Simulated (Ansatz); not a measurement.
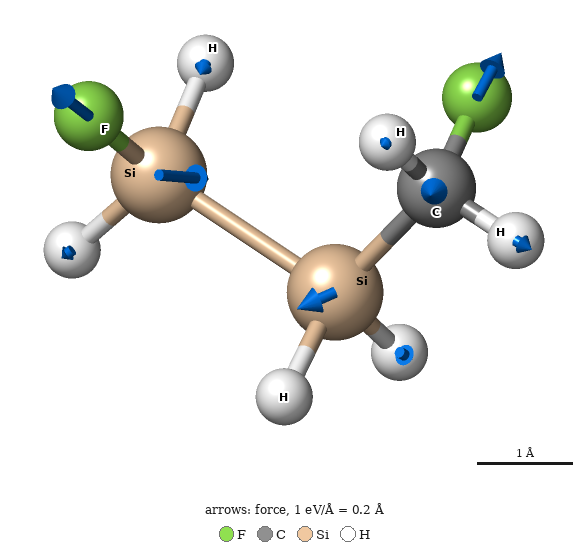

Starting geometry of CH$_{6}$F$_{2}$Si$_{2}$ (coarse preliminary run) with the computed forces as blue arrows. The picture is a ball-and-stick view, seen at a tilt.

The start comes from a force field.

All numbers below come from RKS PBE-D4/def2-SVP (Ansatz 0.2.0).

The input:
```yaml
crystal:
  periodic: [false, false, false]
  atoms:
    - {symbol: F, position_ang: [-1.813900, 1.147100, -0.193700]}
    - {symbol: C, position_ang: [-0.655700, 1.276700, -0.826200]}
    - {symbol: Si, position_ang: [0.123600, -0.369200, -0.835400]}
    - {symbol: Si, position_ang: [0.588500, -0.944100, 1.369800]}
    - {symbol: F, position_ang: [1.461100, 0.124600, 2.066600]}
    - {symbol: H, position_ang: [-0.065000, 2.053500, -0.300500]}
    - {symbol: H, position_ang: [-0.806000, 1.641900, -1.838000]}
    - {symbol: H, position_ang: [-0.645100, -1.372000, -1.525400]}
    - {symbol: H, position_ang: [1.452400, -0.293900, -1.524600]}
    - {symbol: H, position_ang: [1.195200, -2.275800, 1.472600]}
    - {symbol: H, position_ang: [-0.769800, -1.045600, 2.155300]}
basis:
  gaussian: {orbitals: def2-SVP}
hamiltonian: {xc: pbe, dispersion: d4}
relax: {f_tol: 0.03, max_steps: 200}
```

Command:
```bash
ansatz run in.yaml --threads 4 --pin off --events-out ev --progress --plain --max-ram 10444MiB
```

### What follows when this structure is relaxed?

It isn't relaxed: the largest force vector, on Si4, is 4.71 eV/Å. The final displacements have little in common with the starting forces (cosine between the two patterns 0.16). F5 moves most after the best rigid fit: 0.37 Å. Largest moves by element: F 0.37 Å, H 0.28 Å, Si 0.12 Å, C 0.07 Å. Among the contacts that change: Si4–F5 1.546 → 1.651 Å, C2–Si3 1.821 → 1.920 Å, F1–C2 1.326 → 1.398 Å, Si4–H11 1.572 → 1.504 Å. Among the angles between lasting bonds that change: Si4–Si3–H9 105.7° → 112.2°, Si3–Si4–F5 111.7° → 105.4°, Si3–C2–H6 114.1° → 110.0°. The energy falls by 55.5 kJ/mol in 11 accepted moves (13 points after the start). The largest force component goes from 3.8 to 0.023 eV/Å. The line search rejected the trial steps at points 3, 10 of the run. The forces were under the threshold at step 5, but the run went on from there.
